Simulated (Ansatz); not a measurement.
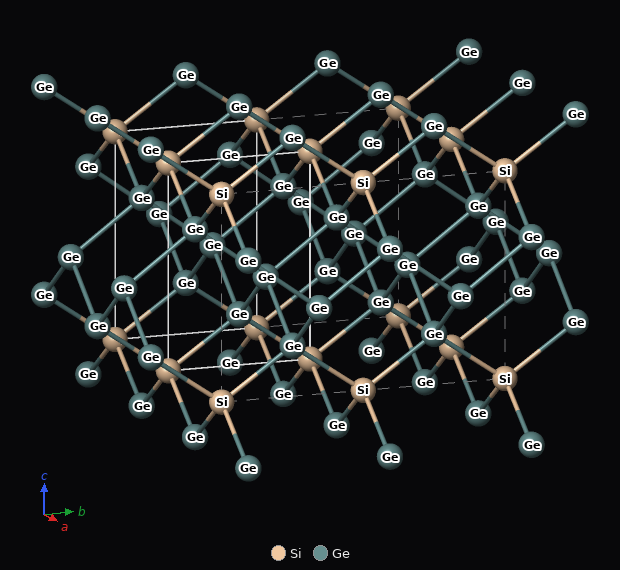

System SiGe3 (space group P-4m2, No. 115); source of the atomic positions: the geometry relaxed with Ansatz 0.2.0, DFT, PBE, plane waves, PAW; the starting structure was generated, so it need not be a known form of this composition.

Bonds are taken as Ge–Ge below 2.8 Å and Ge–Si below 2.7 Å; no other contact counts. Atoms with one bond or none are removed and atoms with two bonds are replaced by edges, until no such atom is left.

Question: What kind of net remains, and which atoms are its nodes?

Answer: A uninodal 4-connected, three-periodic net: Si and Ge are 4-connected nodes.

Question: Does the net have a name?

Answer: It is the dia net, known from diamond, zinc blende and cristobalite.

Question: Is the net interpenetrated?

Answer: It is a single net, without interpenetration.

Question: How many nodes does the smallest cycle have?

Answer: Six.
